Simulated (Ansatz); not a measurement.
**SiHF (SMILES F[SiH]): CCSD(T)/def2-TZVPPD**

Aim: the vertical electron affinity of SiHF at CCSD(T)/def2-TZVPPD, from 2 runs. 

The results are computed with Ansatz 0.2.0.

58 further runs of the same task are left out: 58 set aside as unsound or not needed.

**1. The system as given**

SiHF has 3 atoms, charge 0, and is taken as a singlet. As SMILES, `F[SiH]`. The coordinates come from a PBE0-D4/def2-TZVP relaxation.

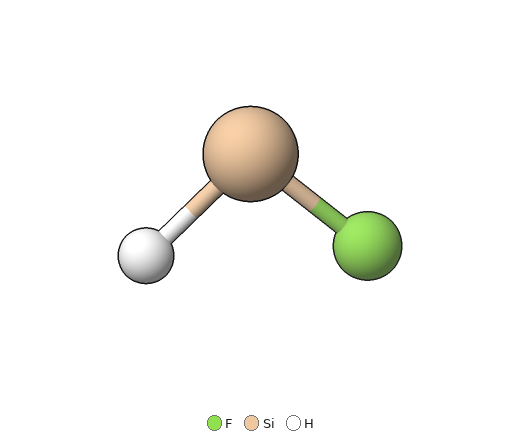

Viewed from a chosen angle; fluorine green, silicon light orange, hydrogen white.

**2. The energy at CCSD(T)/def2-TZVPPD**

Contents of run.yaml:

```yaml
crystal:
  periodic: [false, false, false]
  atoms:
    - {symbol: F, position_ang: [-1.090200, 0.024400, -0.602300]}
    - {symbol: Si, position_ang: [0.186800, 0.629400, 0.173800]}
    - {symbol: H, position_ang: [0.892400, -0.718600, 0.415300]}
basis:
  gaussian: {orbitals: def2-TZVPPD.json}
correlation: {method: ccsd_t, frozen_orbitals: {F: 1, H: 0, Si: 5}}
accuracy: high
scf: {omitted_lower_state_checks: [cluster_reference, increment]}
```

The basis set def2-TZVPPD is read from a file made from the Basis Set Exchange's data (not shown).

Launch:

```sh
ansatz run run.yaml --threads 1 --pin off --max-ram 3480MiB --events-out events.jsonl --progress --plain --runs-dir runs
```

What it wrote:

```text
Warning: RAYON_NUM_THREADS=1 ignored (pool sized by the plan → 1); use --threads N
Functional definition: HF
  name "HF"
  exchange = exact_x
  correlation = 0
these checks for a lower state are left out or cut short: cluster_reference, increment
1560 factors; integrals over basis functions are off by at most 3.9e-9 eV
mean field evaluation 1: about -10584.1252 eV, gradient 2.7e1 eV
mean field evaluation 2: about -10584.1271 eV, gradient 2.7e1 eV
mean field evaluation 4: about -10585.4909 eV, gradient 1.7e0 eV
mean field evaluation 8: about -10585.5087 eV, gradient 9.8e-2 eV
mean field evaluation 16: about -10585.5088 eV, gradient 7.3e-9 eV
mean field -10585.50882206 eV, -389.0102740953 hartree, gradient 7.3e-9 eV, S^2 0.000000; 0 other end points of the search recorded, 0 dependent functions left out; unrestricted orbitals would lower it
6 core orbitals not correlated: weight in the atoms' cores, before any rotation towards them, 1.000 or more for the frozen orbitals, at most 0.000 for the correlated occupied ones
reference -10585.50882206 eV, -389.0102740953 hartree; 6, 6 occupied and 93, 93 virtual orbitals, 1560 factors
second order -9.66193947 eV of doubles, -0.00000000 eV of singles
cycle   1  -9.78551569 eV  change   -1.2e-1 eV  update   8.6e-2
cycle   2  -10.07044323 eV  change   -2.8e-1 eV  update   3.2e-2
cycle   3  -10.16544264 eV  change   -9.5e-2 eV  update   1.8e-2
cycle   4  -10.15250194 eV  change    1.3e-2 eV  update   4.5e-3
cycle   5  -10.15205600 eV  change    4.5e-4 eV  update   2.0e-3
cycle   6  -10.15342371 eV  change   -1.4e-3 eV  update   6.6e-4
cycle   7  -10.15309970 eV  change    3.2e-4 eV  update   2.7e-4
cycle   8  -10.15304296 eV  change    5.7e-5 eV  update   9.7e-5
cycle   9  -10.15310697 eV  change   -6.4e-5 eV  update   4.0e-5
cycle  10  -10.15311002 eV  change   -3.0e-6 eV  update   1.3e-5
cycle  11  -10.15310482 eV  change    5.2e-6 eV  update   5.2e-6
cycle  12  -10.15310948 eV  change   -4.7e-6 eV  update   2.0e-6
cycle  13  -10.15310846 eV  change    1.0e-6 eV  update   6.3e-7
cycle  14  -10.15310914 eV  change   -6.8e-7 eV  update   3.0e-7
cycle  15  -10.15310938 eV  change   -2.4e-7 eV  update   1.1e-7
cycle  16  -10.15310943 eV  change   -4.8e-8 eV  update   5.4e-8
cycle  17  -10.15310944 eV  change   -7.4e-9 eV  update   3.4e-8
cycle  18  -10.15310904 eV  change    4.0e-7 eV  update   1.4e-7
cycle  19  -10.15310892 eV  change    1.1e-7 eV  update   5.8e-8
cycle  20  -10.15310888 eV  change    3.9e-8 eV  update   2.6e-8
cycle  21  -10.15310887 eV  change    1.2e-8 eV  update   1.1e-8
cycle  22  -10.15310887 eV  change    2.8e-9 eV  update   4.6e-9
cycle  23  -10.15310887 eV  change  -1.1e-10 eV  update   1.6e-9
cycle  24  -10.15310887 eV  change  -3.0e-11 eV  update  5.6e-10
perturbative correction -0.31568086 eV, -0.0116010577 hartree
Total energy: -10595.97761180 eV, -389.3949950219 hartree
Checks for a lower state left out: cluster_reference, increment
```

Wall time 9.3 s (1 thread of Arm Neoverse V1, shared host); peak memory 0.6 GiB.

**3. The doublet anion**

Contents of in.yaml:

```yaml
crystal:
  periodic: [false, false, false]
  atoms:
    - symbol: F
      position_ang: [-1.090200, 0.024400, -0.602300]
    - symbol: Si
      position_ang: [0.186800, 0.629400, 0.173800]
    - symbol: H
      position_ang: [0.892400, -0.718600, 0.415300]
basis:
  gaussian: {orbitals: def2-TZVPPD.json}
accuracy: high
correlation: {method: ccsd_t, frozen_orbitals: {F: 1, H: 0, Si: 5}}
scf: {omitted_lower_state_checks: [cluster_reference, increment]}
magnetization: {spin_polarized: true, initial_magnetization: 1}
total_charge: -1
```

The basis set def2-TZVPPD is read from a file made from the Basis Set Exchange's data (not shown).

Launch:

```sh
ansatz run in.yaml --threads 1 --pin off --max-ram 3480MiB --events-out events.jsonl --progress --plain --runs-dir runs
```

What it wrote:

```text
Warning: RAYON_NUM_THREADS=1 ignored (pool sized by the plan → 1); use --threads N
[... 4 set-up lines as earlier in the session ...]
these checks for a lower state are left out or cut short: cluster_reference, increment
1560 factors; integrals over basis functions are off by at most 3.9e-9 eV
mean field evaluation 1: about -10583.2714 eV, gradient 2.3e1 eV
mean field evaluation 2: about -10583.2776 eV, gradient 2.3e1 eV
mean field evaluation 4: about -10585.5848 eV, gradient 2.2e0 eV
mean field evaluation 8: about -10585.6713 eV, gradient 1.8e-1 eV
mean field evaluation 16: about -10585.6722 eV, gradient 1.7e-8 eV
mean field -10585.67218524 eV, -389.0162775813 hartree, gradient 1.7e-8 eV, S^2 0.786995; 0 other end points of the search recorded, 0 dependent functions left out
6 core orbitals not correlated: weight in the atoms' cores, before any rotation towards them, 1.000 or more for the frozen orbitals, at most 0.000 for the correlated occupied ones
reference -10585.67218524 eV, -389.0162775813 hartree; 7, 6 occupied and 92, 93 virtual orbitals, 1560 factors
second order -9.87691636 eV of doubles, -0.00000000 eV of singles
cycle   1  -10.04708125 eV  change   -1.7e-1 eV  update   8.4e-2
cycle   2  -10.32259460 eV  change   -2.8e-1 eV  update   3.2e-2
cycle   3  -10.40759721 eV  change   -8.5e-2 eV  update   1.8e-2
cycle   4  -10.39957437 eV  change    8.0e-3 eV  update   6.5e-3
cycle   5  -10.40025271 eV  change   -6.8e-4 eV  update   2.9e-3
cycle   6  -10.40165250 eV  change   -1.4e-3 eV  update   1.1e-3
cycle   7  -10.40130977 eV  change    3.4e-4 eV  update   5.0e-4
cycle   8  -10.40130288 eV  change    6.9e-6 eV  update   2.1e-4
cycle   9  -10.40141272 eV  change   -1.1e-4 eV  update   1.0e-4
cycle  10  -10.40139387 eV  change    1.9e-5 eV  update   4.7e-5
cycle  11  -10.40138741 eV  change    6.5e-6 eV  update   2.4e-5
cycle  12  -10.40140095 eV  change   -1.4e-5 eV  update   1.1e-5
cycle  13  -10.40139883 eV  change    2.1e-6 eV  update   5.0e-6
cycle  14  -10.40140294 eV  change   -4.1e-6 eV  update   2.0e-6
cycle  15  -10.40140408 eV  change   -1.1e-6 eV  update   8.5e-7
cycle  16  -10.40140387 eV  change    2.1e-7 eV  update   3.6e-7
cycle  17  -10.40140385 eV  change    2.6e-8 eV  update   1.8e-7
cycle  18  -10.40140385 eV  change   4.6e-10 eV  update   9.9e-8
cycle  19  -10.40140386 eV  change   -1.1e-8 eV  update   5.1e-8
cycle  20  -10.40140387 eV  change   -1.3e-8 eV  update   3.2e-8
cycle  21  -10.40140367 eV  change    2.0e-7 eV  update   7.8e-8
cycle  22  -10.40140366 eV  change    1.0e-8 eV  update   2.3e-8
cycle  23  -10.40140366 eV  change    5.4e-9 eV  update   8.6e-9
cycle  24  -10.40140366 eV  change  -9.9e-10 eV  update   3.8e-9
cycle  25  -10.40140366 eV  change  -2.5e-10 eV  update   1.7e-9
cycle  26  -10.40140366 eV  change   1.9e-11 eV  update  7.0e-10
perturbative correction -0.33556163 eV, -0.0123316624 hartree
Total energy: -10596.40915053 eV, -389.4108537778 hartree
Checks for a lower state left out: cluster_reference, increment
```

Wall time 29 s (1 thread of Arm Neoverse V1, shared host); peak memory 1.1 GiB.

**4. Results**

At CCSD(T)/def2-TZVPPD, 6 core orbitals frozen:

```
                                                  quantity          value
                                singlet SiHF: total energy  -389.39500 Eh
 singlet SiHF: correlation energy (6 core orbitals frozen)     -384.7 mEh
                              singlet SiHF: (T) correction     -11.60 mEh
                               singlet SiHF: T1 diagnostic          0.015
                               doublet anion: total energy  -389.41085 Eh
doublet anion: correlation energy (6 core orbitals frozen)     -394.6 mEh
                             doublet anion: (T) correction     -12.33 mEh
          doublet anion: ⟨S²⟩ of the reference determinant          0.787
                              doublet anion: T1 diagnostic          0.019
         vertical electron affinity (to the doublet anion)       0.432 eV
```

What this shows: At fixed nuclei the extra electron is bound by 0.43 eV (10.0 kcal/mol). The restricted solution (singlet SiHF) is unstable to spin breaking: an unrestricted one lies lower. The triples (singlet SiHF) make up 3.0 % of the correlation energy. The triples (doublet anion) make up 3.1 % of the correlation energy.
